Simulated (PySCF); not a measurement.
**Run report: AlOH, frequency calculation**

The run: frequency calculation of AlOH. Method and program: RKS-based PBE0, Al def2-TZVP, O def2-TZVP, H def2-TZVP; non-relativistic Hamiltonian; density fitting (PySCF 2.14.0).

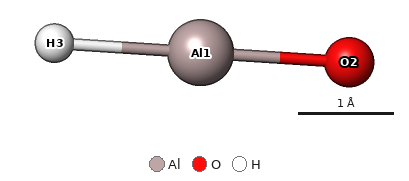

Fig. 1: The structure (ball-and-stick view, seen at a tilt; atoms are numbered from 1 in the order of the input). Sticks mark near contacts. Bond lengths as drawn: Al–H 1.57 Å and Al–O 1.59 Å.

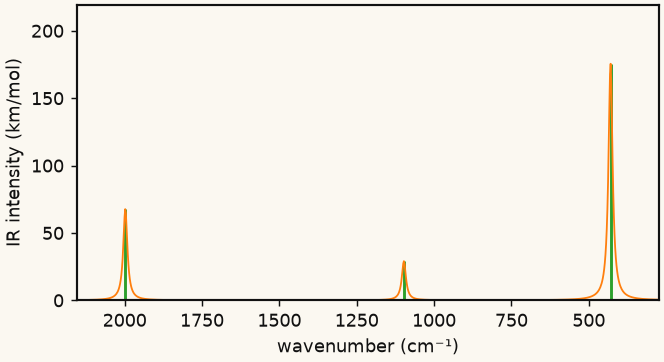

Fig. 2: Harmonic infrared spectrum, unscaled: sticks (degenerate modes added up, dark ones marked on the axis) with a Lorentzian envelope of 16 cm⁻¹ full width, scaled to the tallest stick. 4 modes from 430 to 1998 cm⁻¹, none imaginary. The strongest line is at 430 cm⁻¹ (176 km/mol). All modes, in cm⁻¹ (km/mol): 430 (88), 430 (88), 1098 (29), 1998 (68).

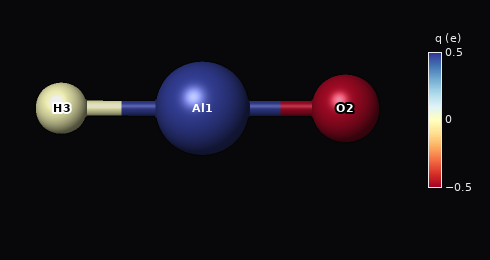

Fig. 3: Mulliken charges, as the colour of each atom (ball-and-stick view, seen on its broad side; atoms are numbered from 1 in the order of the input). By element: Al +0.48, O −0.48 and H 0.00 e.

These pictures come from the run below.

### The input
```python
from pyscf import gto, scf, dft
mol = gto.M(atom='''
Al     0.000000     0.000000     0.543666
O      0.000000    -0.000000    -1.050100
H      0.000000     0.000000     2.112105''',
    basis={'Al': 'def2-TZVP', 'O': 'def2-TZVP', 'H': 'def2-TZVP'},
    charge=0, spin=0)
mf = dft.RKS(mol, xc='PBE0')
mf.grids.atom_grid = (75, 302)
aux = {'Al': 'def2-universal-JKFIT', 'O': 'def2-universal-JKFIT', 'H': 'def2-universal-JKFIT'}
mf = mf.density_fit(auxbasis=aux)
mf.conv_tol = 1e-09
mf.diis_space = 10
mf.max_cycle = 60
mf.verbose = 4
mf.kernel()
```

The script is an equivalent of the set-up of the self-consistent field. The run itself was carried out by a driver, which started from the orbitals of the step before it where there was one and computed the further properties.

Run as:
```bash
OMP_NUM_THREADS=2 python axn.py task.json out
```

### The program's output
```
init E= -318.068177398351
  HOMO = -0.279258515438823  LUMO = -0.0593111900815787  gap/eV = 5.98507
cycle= 1 E= -318.068177398348  delta_E= 2.73e-12  |g|= 3.69e-06  |ddm|= 2.46e-06
  HOMO = -0.279259955105805  LUMO = -0.0593113513205924  gap/eV = 5.98511
Extra cycle  E= -318.068177398327  delta_E= 2.1e-11  |g|= 1.08e-05  |ddm|= 7.29e-06
converged SCF energy = -318.068177398327
```

### Summary

```csv
quantity,value
outcome,converged
total energy,−318.068177 hartree
HOMO,−7.60 eV
LUMO,−1.61 eV
zero-point energy,0.009009 hartree
dipole moment,4.72 D
"wavenumbers, lowest and highest",430 and 1998 cm⁻¹
hardware,"2 threads of Arm Neoverse N1, 98 GiB of memory available, shared host"
wall time,13 s (CPU time 22 s)
peak memory,0.71 GiB
```
